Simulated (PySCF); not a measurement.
# CHClO (formyl chloride) at 3 levels

Wanted: a comparison of 3 runs (MP2/STO-3G, CISD/STO-3G, FCI/STO-3G) of CHClO (formyl chloride). 

The results are computed with PySCF 2.14.0.

17 further runs of the same task are left out: 7 that didn't finish, 10 set aside as unsound or not needed.

### 1 The molecule

The species is CHClO (4 atoms), meant as a singlet with charge 0. SMILES: `O=CCl`. The O1–C2 distance was set to 2.596 Å, away from the relaxed value. At this shape a bond of the SMILES string is far longer than usual.

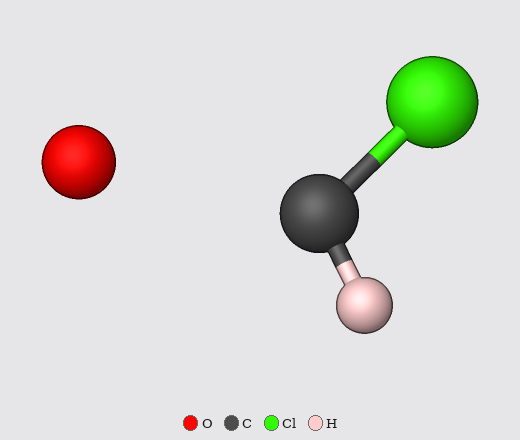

Viewed from a chosen angle; oxygen red, carbon dark grey, chlorine green, hydrogen pink.

### 2 A single-point energy at MP2/STO-3G (run 1)

File run.py:

```python
from pyscf import gto, mp

mol = gto.M(
    atom='''
O     -3.477776     0.854888     3.647090
C     -0.301241     0.143392    -0.023508
Cl     2.625812    -1.286374     0.384446
H     -0.579447     0.676201    -2.005906
''',
    max_memory=1860,
    unit='bohr',
    basis='sto-3g',
    charge=0,
    verbose=3,
    spin=0,
)

calc0 = mol.RHF()
calc0.conv_tol = 1e-10
calc0.kernel()
if not calc0.converged:
    calc0 = calc0.newton().run(calc0.mo_coeff, calc0.mo_occ)

pt = mp.MP2(calc0, frozen=7).run()
e_final = pt.e_tot
print('Final energy', e_final)
```

Launch:

```bash
OMP_NUM_THREADS=1 python run.py
```

What it wrote:

```text
converged SCF energy = -566.070467103133
E(RMP2) = -566.133551323598  E_corr = -0.0630842204651683
E(SCS-RMP2) = -566.140933352063  E_corr = -0.0704662489301292
Final energy -566.133551323598
```

Run time: 0.84 s. Hardware: 1 thread of Arm Neoverse V1, shared host; peak memory 0.12 GiB.

### 3 A single-point energy at CISD/STO-3G (run 2)

File run.py:

```python
from pyscf import gto, scf, ci

mol = gto.M(
    atom='''
O     -3.477776     0.854888     3.647090
C     -0.301241     0.143392    -0.023508
Cl     2.625812    -1.286374     0.384446
H     -0.579447     0.676201    -2.005906
''',
    unit='bohr',
    max_memory=1860,
    verbose=3,
    basis='sto-3g',
)

calc0 = scf.RHF(mol)
calc0.conv_tol = 1e-10
calc0.kernel()
if not calc0.converged:
    calc0 = calc0.newton().run(calc0.mo_coeff, calc0.mo_occ)

cisd = ci.CISD(calc0, frozen=7)
cisd.kernel()
etot = cisd.e_tot
print('E(%s) = %.9f' % ('CISD', etot))
```

Launch:

```bash
OMP_NUM_THREADS=1 python run.py
```

What it wrote:

```text
converged SCF energy = -566.070467103133
E(RCISD) = -566.2444304555818  E_corr = -0.1739633524488879
E(CISD) = -566.244430456
```

It took 0.76 s on 1 thread of Arm Neoverse V1, shared host; peak memory 0.1 GiB.

### 4 The energy at FCI/STO-3G (run 3)

File job.py:

```python
from pyscf import gto, scf, mcscf
from pyscf import fci

mol = gto.Mole()
mol.atom = '''
O       -1.840360       0.452387       1.929957
C       -0.159410       0.075880      -0.012440
Cl       1.389520      -0.680720       0.203440
H       -0.306630       0.357830      -1.061480
'''
mol.verbose = 3
mol.spin = 0
mol.basis = 'sto-3g'
mol.max_memory = 1860
mol.build()

mf = scf.RHF(mol)
mf.conv_tol = 1e-10
mf.kernel()
if not mf.converged:
    mf = mf.newton().run(mf.mo_coeff, mf.mo_occ)

cas = mcscf.CASCI(mf, mf.mo_coeff.shape[-1] - 7, (mol.nelec[0] - 7, mol.nelec[1] - 7))  # full CI above the frozen core
cas.fcisolver = fci.direct_spin0.FCI(mol)  # even spin states alone
cas.kernel()
print('<S^2> = %.4f' % cas.fcisolver.spin_square(cas.ci, cas.ncas, cas.nelecas)[0])
e_final = cas.e_tot
print('Final energy', e_final)
```

Launch:

```bash
OMP_NUM_THREADS=1 python job.py
```

What it wrote:

```text
converged SCF energy = -566.070467134491
CASCI E = -566.299192455352  E(CI) = -59.4681295613329  S^2 = 0.0000003
<S^2> = 0.0000
Final energy -566.2991924553517
```

It took 25 s on 1 thread of Arm Neoverse V1, shared host; peak memory 0.23 GiB.

### 5 Overview of the runs

| run | level | energy (Eh) | dipole moment (D) of the reference | HOMO energy (eV) | LUMO energy (eV) | wall time |
| --- | --- | --- | --- | --- | --- | --- |
| 1 | MP2/STO-3G | -566.133551 | 1.91 | -9.12 | 4.45 | 0.84 s |
| 2 | CISD/STO-3G | -566.244430 | 1.91 | -9.12 | 4.45 | 0.76 s |
| 3 | FCI/STO-3G | -566.299192 | 1.91 | -9.12 | 4.45 | 25 s |

### 6 Summary of results

```
                                          quantity          value
                               run 3: total energy  -566.29919 Eh
       run 3: dipole moment (Hartree–Fock density)         1.91 D
        run 3: HOMO energy (Hartree–Fock orbitals)       -9.12 eV
        run 3: LUMO energy (Hartree–Fock orbitals)        4.45 eV
      run 3: HOMO–LUMO gap (Hartree–Fock orbitals)       13.57 eV
run 3: correlation energy (7 core orbitals frozen)     -228.7 mEh
```

**Reading.** Against full CI in this basis: MP2 +165.6 mEh; CISD +54.8 mEh. In runs 1, 2, 3 the basis is minimal, so the values are rough. In runs 1, 2 a closed-shell determinant meets a far-stretched bond, which it describes badly. All runs together took 27 s, the longest 25 s.
